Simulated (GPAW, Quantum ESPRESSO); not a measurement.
The B K edge of atom 2 in MgB2 (P6/mmm), with 3 B at 1.78 Å (trigonal planar, site symmetry -6m2), was computed in 2 ways: excited-electron core hole (neutral cell) and no core hole. Program and functional: Quantum ESPRESSO XSpectra, PBE, Lorentzian half width 0.3 eV up to 4 eV, rising linearly to 2.5 eV at 25 eV; cells of 3 and 27 atoms (the run without a hole in the smaller).

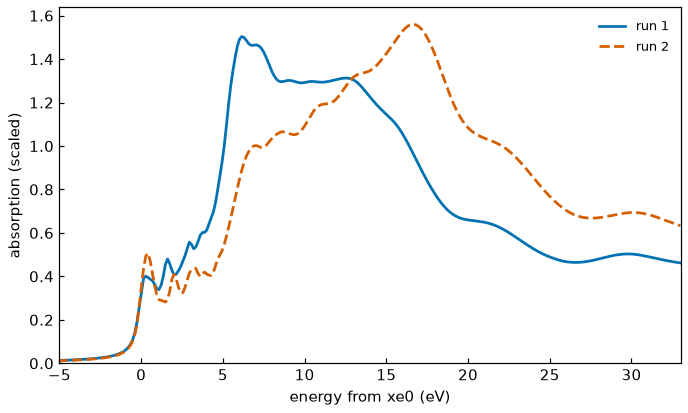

Each run is counted from its own lowest empty level or Fermi level and scaled to a mean of 1 over its first 20 eV.

**Question.** Which run is which?

Run 1: excited-electron core hole (neutral cell) (area from −2 to 6 eV 4.0, main maxima 0.3 eV (0.40), 1.6 eV (0.48) and 6.2 eV (1.50)). Run 2: no core hole (area from −2 to 6 eV 2.8, main maxima 0.4 eV (0.51), 2.0 eV (0.41), 3.2 eV (0.44) and 16.7 eV (1.56)). With each curve scaled to its own mean, the area from −2 to 6 eV with the hole is 4.0 against 2.8, and the centre of weight from −1 to 20 eV moves by -1.5 eV: the hole pulls the absorber's empty states down.

[Hosts, paths, dates, database ids (printed as entryN), source tags and the programs' standing remarks are cut or masked in the printed files.]

[Lists of maxima count a maximum above −3 eV only where it reaches 4 % of the highest in the window and stands out from its surroundings by 2 % of it (1.5 % where it reaches 55 %); shoulders and weaker maxima are passed over, and of the rest the first, up to two pre-edge ones and the few strongest are named.]
